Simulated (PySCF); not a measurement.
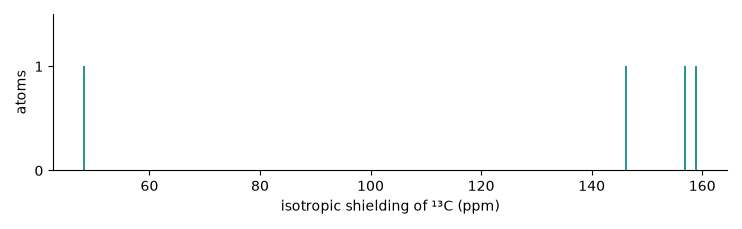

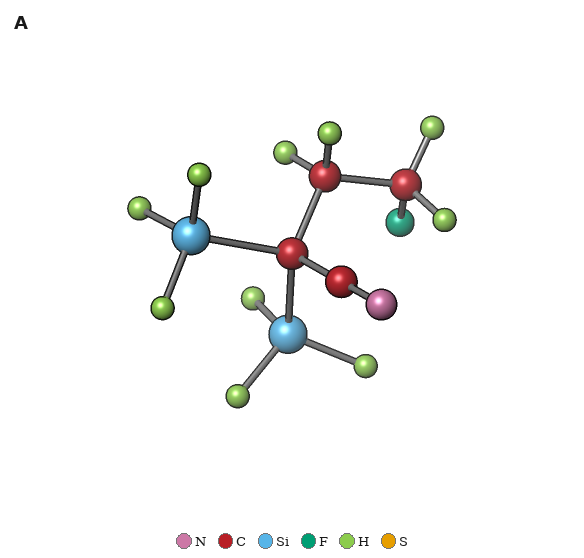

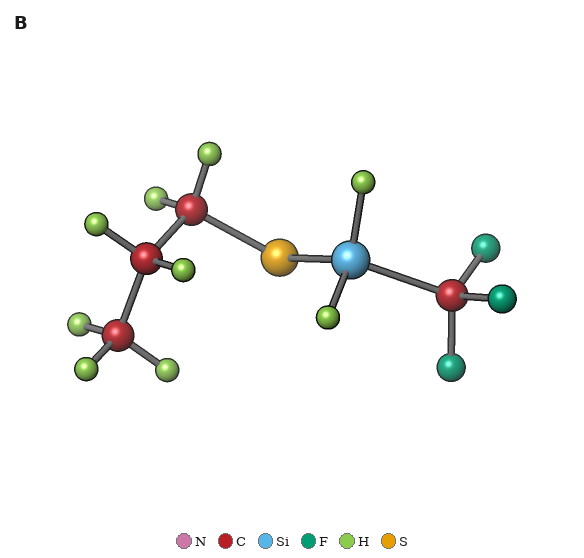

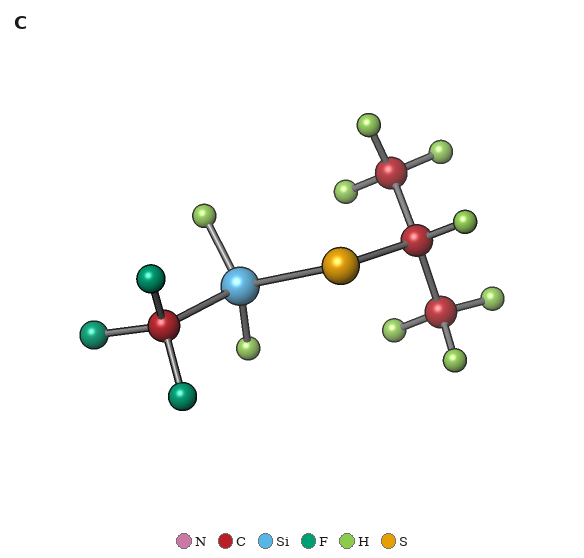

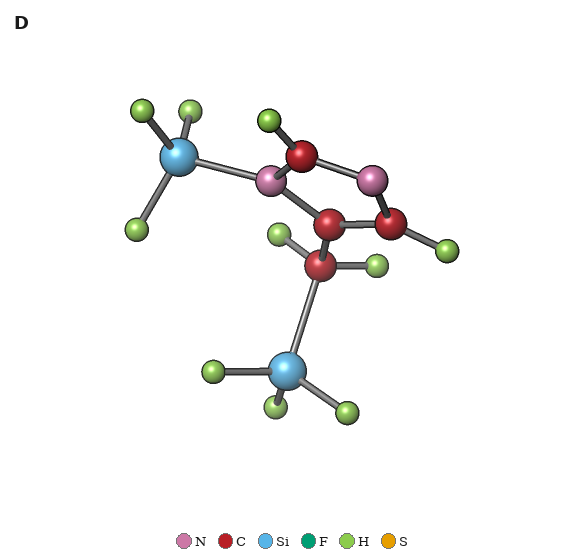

The sticks are computed shieldings of one of the molecules, for one fixed geometry (GFN2-xTB) without averaging over rotations. Low shielding means a high chemical shift. Method: GIAO PBE0/pcSseg-1 NMR shielding, non-relativistic, gas phase (PySCF 2.14.0).

Match the spectrum to a structure.

C, `CC(C)S[SiH2]C(F)(F)F`. Its 4 C atoms give lines at 48.1, 146.2, 156.8, 159.0 ppm.

The geometry is semi-empirical. Around Si such bond lengths and angles can be off by a tenth of an ångström or more and by several degrees, and values that hang on the shape move with them.
